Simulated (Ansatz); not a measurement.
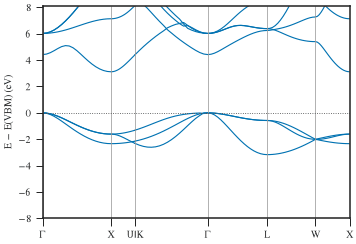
*Band structure from plane-wave PAW LDA (Ansatz code)*

Task: Read off the gap and where the band edges lie.

Result: About 3.1 eV (3.12 eV by a search for the band edges); maximum at Γ, minimum at X.

Task: Which of these materials gives this?
(A) CaS, rock salt
(B) TlF, rock salt
(C) Li2S, anti-fluorite

Result: C, Li2S, anti-fluorite

Space group Fm-3m (anti-fluorite). Symmetry was held in the LDA relaxation.

Potentials: the later of the program's two PAW sets.
